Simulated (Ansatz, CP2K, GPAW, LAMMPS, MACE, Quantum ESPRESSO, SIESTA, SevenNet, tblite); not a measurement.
**Liquid Ge at 2600 K (66 atoms), the geometry as built**

Geometry: the geometry as built. Computed with Quantum ESPRESSO 7.5: Kohn-Sham DFT, PBE, SSSP efficiency 1.3.0 pseudopotentials, plane waves; sssp-1.3.0-efficiency; 45/360 Ry; levels smeared at 580 K; Γ point; density 5.27 g/cm³.

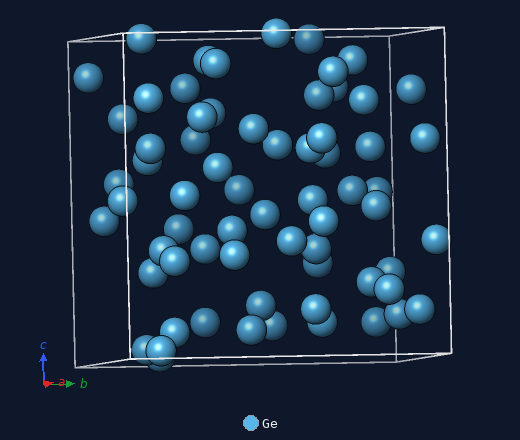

The structure (germanium blue).

Cell vectors (Å):

```
11.473 0.000 0.000
0.000 11.473 0.000
0.000 0.000 11.473
```

Positions (Å):

```
1 Ge 0.443 8.534 11.406
2 Ge 3.054 0.630 5.062
3 Ge 1.348 6.847 1.330
4 Ge 7.210 7.371 5.584
5 Ge 0.168 4.649 1.507
6 Ge 8.570 2.108 0.978
7 Ge 5.989 5.292 1.076
8 Ge 3.579 4.120 4.014
9 Ge 5.187 6.506 7.597
10 Ge 1.178 3.603 4.788
11 Ge 1.732 5.695 6.118
12 Ge 5.205 9.807 7.477
13 Ge 6.581 9.740 5.357
14 Ge 4.534 2.083 3.181
15 Ge 10.070 11.261 4.049
16 Ge 0.388 10.712 1.415
17 Ge 6.337 1.768 7.521
18 Ge 4.134 7.987 3.942
19 Ge 10.370 7.649 10.020
20 Ge 5.834 11.209 9.450
21 Ge 7.127 5.328 8.129
22 Ge 3.967 2.064 7.157
23 Ge 4.220 4.308 8.773
24 Ge 6.924 4.518 4.570
25 Ge 1.903 9.097 9.676
26 Ge 4.330 8.168 9.338
27 Ge 9.747 3.045 8.511
28 Ge 6.905 7.667 1.287
29 Ge 6.306 3.908 10.576
30 Ge 7.759 0.496 5.652
31 Ge 9.833 9.583 2.336
32 Ge 1.104 8.910 7.378
33 Ge 9.339 11.062 7.640
34 Ge 1.976 3.803 9.715
35 Ge 3.612 6.056 1.990
36 Ge 8.489 9.055 9.046
37 Ge 10.528 3.969 3.614
38 Ge 9.182 7.060 1.700
39 Ge 1.934 1.562 8.672
40 Ge 1.691 8.450 3.503
41 Ge 3.613 1.950 0.501
42 Ge 9.618 5.790 11.411
43 Ge 0.050 4.465 7.946
44 Ge 3.107 0.167 10.119
45 Ge 7.982 3.874 6.767
46 Ge 10.791 0.970 9.184
47 Ge 1.272 2.818 0.310
48 Ge 3.821 10.956 1.599
49 Ge 6.734 2.091 3.900
50 Ge 11.404 7.024 4.734
51 Ge 8.699 3.759 10.407
52 Ge 5.869 9.635 2.699
53 Ge 5.950 1.597 11.395
54 Ge 11.146 7.068 7.667
55 Ge 6.466 9.029 10.501
56 Ge 10.772 1.231 0.290
57 Ge 0.220 10.876 5.999
58 Ge 9.153 6.252 4.108
59 Ge 5.110 6.022 5.152
60 Ge 3.244 9.473 5.989
61 Ge 9.886 2.346 5.758
62 Ge 0.988 1.531 6.401
63 Ge 8.849 7.050 7.375
64 Ge 7.998 10.974 1.657
65 Ge 9.198 2.060 3.468
66 Ge 1.979 10.986 3.137
```

**Question.** What force acts on each atom?

Columns: atom, fx, fy, fz (forces in eV/Å).

```
1 0.804 1.317 1.967
2 0.526 0.090 0.311
3 0.497 -0.311 1.343
4 0.648 0.749 -0.160
5 -0.585 1.059 -0.706
6 -0.117 0.125 0.198
7 -0.419 0.425 0.745
8 -0.481 0.887 -0.255
9 -1.470 0.366 0.154
10 0.329 -0.531 0.344
11 -0.141 -0.123 0.347
12 -0.299 -0.355 -0.189
13 -0.094 0.140 -0.283
14 -1.433 -1.074 -1.144
15 -0.336 0.195 0.643
16 -1.223 -0.244 -0.928
17 0.980 -0.368 -0.145
18 0.156 0.220 -0.088
19 -1.536 -0.667 -0.877
20 -0.708 1.656 0.347
21 0.440 1.788 3.148
22 -0.440 0.766 -0.112
23 0.514 -0.616 -0.060
24 0.850 -0.821 -0.506
25 1.857 1.344 -0.609
26 0.104 0.009 -0.330
27 -0.017 -0.749 -1.296
28 -0.832 0.626 -0.508
29 -1.287 0.596 -1.158
30 0.483 -0.402 0.527
31 0.446 -1.304 -0.600
32 1.092 1.437 -0.614
33 0.296 -0.234 -0.229
34 -0.756 0.560 -1.058
35 0.270 -0.512 0.855
36 0.439 -0.354 -0.493
37 0.280 1.613 -0.222
38 -0.259 1.890 2.596
39 -0.590 1.035 -0.365
40 -0.688 -0.608 -0.695
41 -0.412 -0.239 1.200
42 1.283 -1.778 -1.477
43 2.038 0.972 -0.154
44 1.342 -2.181 0.814
45 0.801 -2.626 -2.009
46 0.331 -0.397 0.742
47 -0.255 0.067 0.643
48 0.854 0.024 -0.352
49 1.249 0.045 0.693
50 0.920 0.017 0.452
51 -0.582 0.622 1.723
52 -0.180 -0.032 -0.001
53 0.418 -0.731 -0.742
54 0.496 -1.728 -0.038
55 0.289 -0.650 0.847
56 0.553 -0.511 -0.959
57 -1.311 -1.459 0.073
58 -0.733 -0.714 -0.767
59 -1.091 0.215 0.002
60 0.049 0.190 -0.258
61 0.290 -0.092 1.539
62 0.306 1.662 -0.841
63 -1.572 0.669 0.451
64 -1.041 0.244 -0.245
65 -1.006 -0.809 -1.833
66 -0.333 -0.404 0.602
```

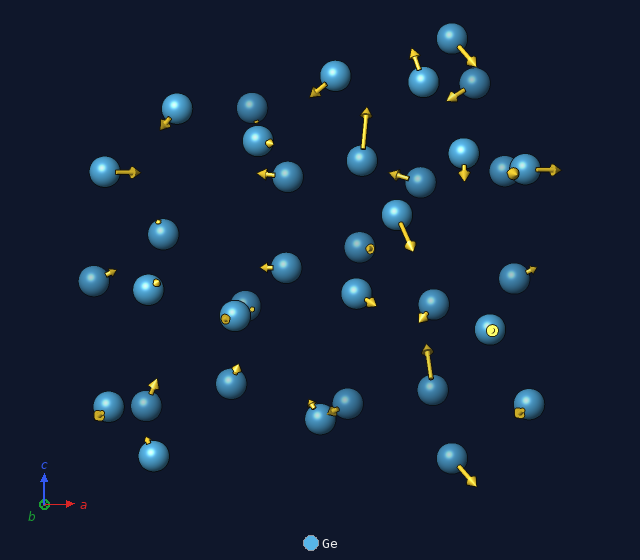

The forces as arrows, the longest 3.65 eV/Å. Drawn is a slice 6 Å thick, seen along the normal of the ac plane.

The network of bonds at the start is that of the classical potential that made the cell, and needn't be the one that DFT or experiment would give. Only the Γ point is sampled, in a cell whose shortest periodic width is 11 Å.

The r.m.s. force component is 0.898 eV/Å; the longest force, 3.65 eV/Å, acts on Ge21.

[Logs are printed without paths, hosts, clocks, repeated set-up lines and the standing remarks that a program may print on its own settings, such as how far it seeks lower states.]

[Hosts, paths, dates, database ids (printed as entryN), source tags and the programs' standing remarks are cut or masked in the printed files.]
